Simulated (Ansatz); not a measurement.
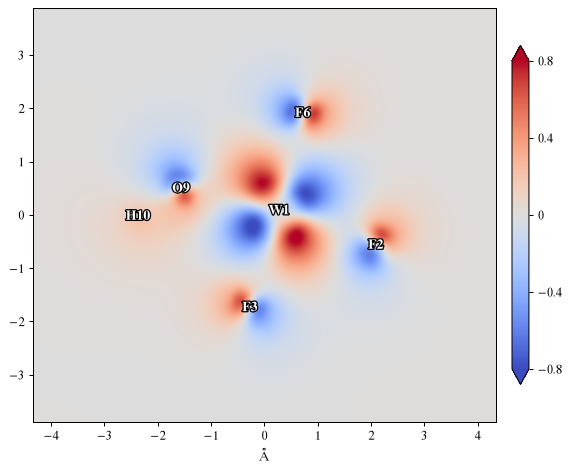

*F$_{3}$H$_{3}$O$_{3}$W. The LUMO on the plane of atoms F2, W1 and F6 (values in Å⁻³ᐟ²; the overall sign is arbitrary).*

Core potentials replace the inner electrons of W.

Level of theory: RKS PBE/def2-SVP (Ansatz).

Input file:

```
crystal:
  periodic: [false, false, false]
  atoms:
    - { symbol: W, position_ang: [0.0, 0.0, 0.0] }
    - { symbol: F, position_ang: [0.0, 0.0, 1.85] }
    - { symbol: F, position_ang: [1.85, 0.0, 0.0] }
    - { symbol: O, position_ang: [0.0, 1.94, 0.0] }
    - { symbol: H, position_ang: [-0.6343, 2.2771, -0.71] }
    - { symbol: F, position_ang: [-1.85, 0.0, 0.0] }
    - { symbol: O, position_ang: [0.0, -1.94, 0.0] }
    - { symbol: H, position_ang: [0.3816, -2.2771, 0.8723] }
    - { symbol: O, position_ang: [0.0, 0.0, -1.94] }
    - { symbol: H, position_ang: [0.5278, 0.7924, -2.2771] }
basis:
  gaussian: { orbitals: def2-SVP }
hamiltonian:
  xc: pbe
relax:
  f_tol: 0.02
  max_steps: 40
output:
  orbitals: {}
```

Command:

```sh
ansatz run input.yaml --threads 2 --pin off --max-ram 3072MiB --backend cpu --events-out ev --progress --plain --runs-dir out
```

The fields are those of the run's last geometry, not of the input's.

Where does this orbital lie, and at what energy?

Answer. Its weight (Hirshfeld) is mainly on W1 (about 65 %), O9 (about 10 %), F6 (about 10 %), F2 (about 10 %) and F3 (about 5 %). Its energy is −3.89 eV.
